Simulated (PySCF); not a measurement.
Al$_{2}$Cl$_{4}$H$_{2}$

```xyz
8

Al   -0.6963   -0.4804    0.9417
Cl   -1.5471   -2.3682    0.7049
Cl   -0.9387    0.6924    2.6465
H     0.9676   -0.5026    0.4587
Al    0.7330    0.4592   -0.9637
Cl    0.9661   -0.7133   -2.6696
Cl    1.5847    2.3459   -0.7231
H    -0.9311    0.4814   -0.4790
```

Geometry: PBE0-D3(BJ)/def2-SVP.

The calculation used PBE0/pcSseg-1 Al:pcSseg-2, SCF density, gas phase, non-relativistic in PySCF 2.14.0.

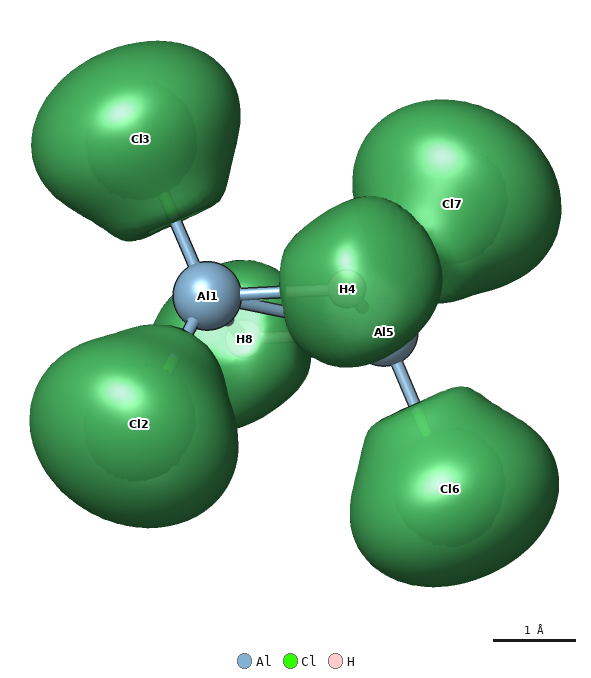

Figure 1. Isosurface of the electron localisation function at 0.75 (green), seen at a tilt. Core shells and regions of very low density are left out.

Q: What do the ELF domains correspond to?

A: The ELF exceeds this value in two regions around hydrogen nuclei and four regions on Cl in which the atom's valence shell and bonds are merged. Along the contacts the grid gives the following. Al–Cl (2.08 Å): the ELF peaks at about 0.85 in the valence shell of Cl, 0.9 Å from its nucleus, and is about 0.85 at the midpoint. Al–Al (2.56 Å): the ELF is about 0.45 at the midpoint.

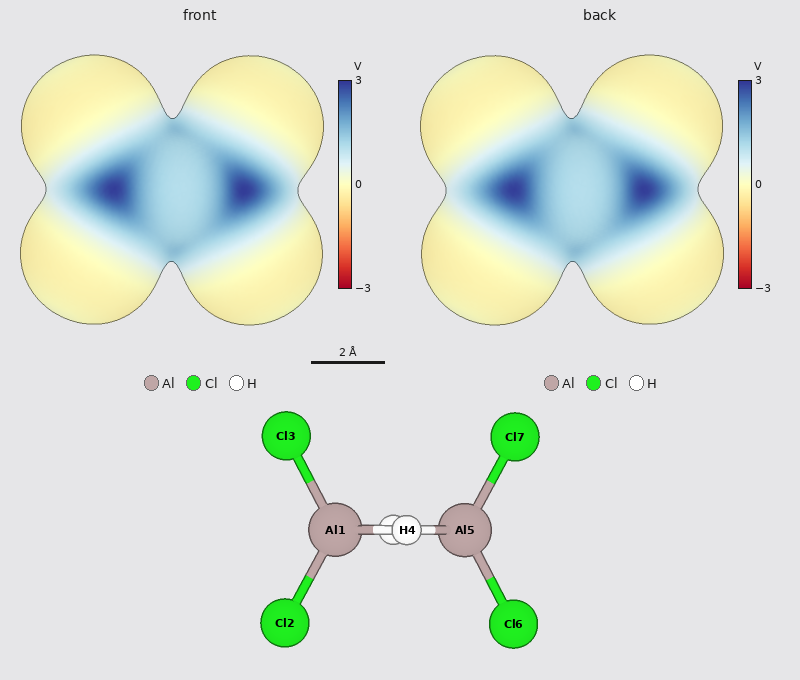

Figure 2. The electrostatic potential painted on the density surface at 0.002 e/bohr³, seen from the front and from behind; the colour scale runs from red (negative) to blue (positive). The bare structure is drawn below in the same view.

Q: Which sites attract a positive test charge, and which a negative one?

A: A positive charge is drawn to the negative regions and a negative charge to the positive ones. The most negative region (about −0.3 V) lies over Cl2, Cl3, Cl6 and Cl7, the most positive (about +2.8 V, or +65 kcal/mol for a unit charge) over Al1 and Al5.

Q: What dipole moment does the calculation give?

A: Its dipole moment is 0.02 D.

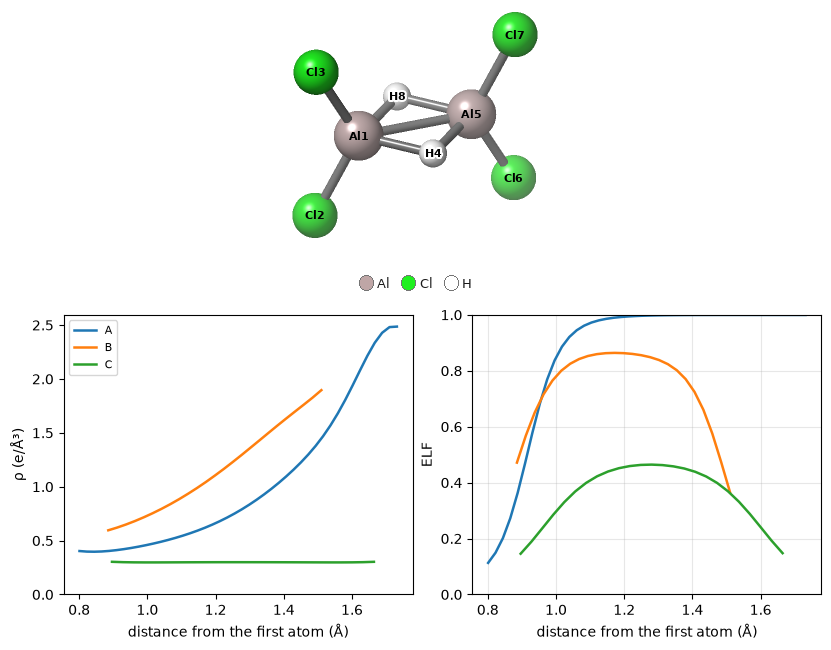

Figure 3. Electron density and ELF along straight lines between neighbouring atoms. The curves leave out the atomic cores. The structure is drawn too.

Q: Which curve belongs to which contact (Al–Al, Al–Cl and Al–H)? The first atom named is at distance zero.

A: Curve A: Al–H (1.73 Å): ρ is about 0.4 e/Å³ halfway; the ELF climbs to about 1 towards the hydrogen. Curve B: Al–Cl (2.08 Å): ρ at the midpoint is about 0.79 e/Å³; the ELF peaks at about 0.85 in the valence shell of Cl, 0.9 Å from its nucleus, and is about 0.85 at the midpoint. Curve C: Al–Al (2.56 Å): ρ is about 0.3 e/Å³ halfway; the ELF is about 0.45 at the midpoint.
